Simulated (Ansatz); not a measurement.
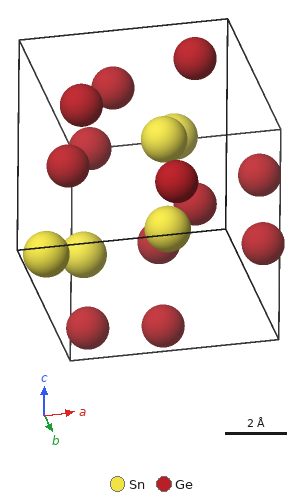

Starting frame of a dynamics run of an amorphous cell of composition Sn$_{5}$Ge$_{12}$ (17 atoms in the cell). The picture is a spheres-only view of the simulation cell, seen from a free direction.

Theory: Ansatz 0.2.0, DFT PBE, scalar-relativistic, plane waves, PAW.

The input:
```yaml
crystal:
  lattice:
    - [7.081566, -0.073508, 0.030664]
    - [-0.073508, 7.715024, -0.346972]
    - [0.030664, -0.346972, 7.536843]
  atoms:
    - { symbol: Sn, position: [0.1623919113, 0.5829157506, 0.2663701125] }
    - { symbol: Sn, position: [0.0647964983, 0.2687878773, 0.1135909287] }
    - { symbol: Sn, position: [0.5519864898, 0.7431990913, 0.8734761277] }
    - { symbol: Sn, position: [0.6152927739, 0.3899388293, 0.2418563392] }
    - { symbol: Sn, position: [0.6019336893, 0.3590467342, 0.6536726475] }
    - { symbol: Ge, position: [0.3366147358, 0.4253222869, 0.9594181771] }
    - { symbol: Ge, position: [0.2645752792, 0.1222616808, 0.7251548788] }
    - { symbol: Ge, position: [0.4333713582, 0.9316242038, 0.480183258] }
    - { symbol: Ge, position: [0.4438144675, 0.9827934656, 0.1095549738] }
    - { symbol: Ge, position: [0.6635960755, 0.707438483, 0.5229420739] }
    - { symbol: Ge, position: [0.1454487756, 0.3458528031, 0.5660546708] }
    - { symbol: Ge, position: [0.731664829, 0.0999775314, 0.3031259483] }
    - { symbol: Ge, position: [0.9322695468, 0.8585349586, 0.7124570427] }
    - { symbol: Ge, position: [0.0963602229, 0.9263324681, 0.1051899969] }
    - { symbol: Ge, position: [0.9398829777, 0.9068132565, 0.411201277] }
    - { symbol: Ge, position: [0.7968480261, 0.1664952773, 0.9167226429] }
    - { symbol: Ge, position: [0.1724513069, 0.6433196646, 0.8022500138] }
  symmetry: { detect: false }
basis:
  ecutwfc: 420
  xc_grid: 1
kpoints:
  mp_grid: { grid: [1, 1, 1], shift: [0.25, 0.25, 0.25] }
hamiltonian:
  xc: pbe
scf:
  occupations: { method: fermi_dirac, width: 0.2585 }
  lower_state_search: "off"
  convergence: { dr2_threshold: 1.0e-05 }
output:
  forces: true
  stress: true
md:
  timestep: 3.0
  n_steps: 102
  ensemble: nvt_langevin
  friction: 0.005
  temperature: 3000.0
  initial_velocities: maxwell_boltzmann
  seed: 82256
```

Run as
```bash
ansatz run input.yaml --threads 2 --pin off --max-ram 5120MiB --backend cpu --events-out ev --progress --plain --runs-dir out
```

What does the trajectory do?

Answer. Over the second half the temperature averages 3300 K (spread ±350 K). The potential energy in the second half lies on average 68.0 meV per atom below the first frame. The mean pressure there is 6.6 GPa. In the second half of the run the atoms are, in the root-mean-square, this far from where they began (common drift taken out): Ge 1.56 Å, Sn 1.52 Å. That is a large part of the typical shortest distance between atoms in the first frame, about 2.5 Å and still growing: the atoms leave their places as in a liquid.

Along the run (each row but the first and the last is the mean over the interval that it begins):

```
time (fs)  potential energy (meV/atom)  T (K)  p (GPa)
      0.0                          0.0   2824      8.2
     30.0                        -83.9   4034      7.8
     60.0                        -80.4   3609      7.8
     90.0                       -127.9   3036      6.4
    120.0                       -139.5   3519      5.5
    150.0                        -69.4   3338      6.6
    180.0                        -84.9   3451      6.2
    210.0                        -28.6   2952      7.0
    240.0                       -107.8   3771      5.9
    270.0                        -65.8   3068      6.7
    300.0                        -26.8   3135      7.7
```

The paths of the atoms:

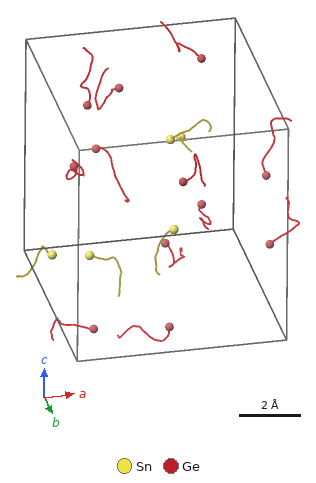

Limits of the set-up: the periodic images lie only 7.1 Å apart, so the values are limited by the cell's size.

The run took 5.3 min on 2 threads of Arm Neoverse V2, on a shared host, peak memory 0.66 GiB.
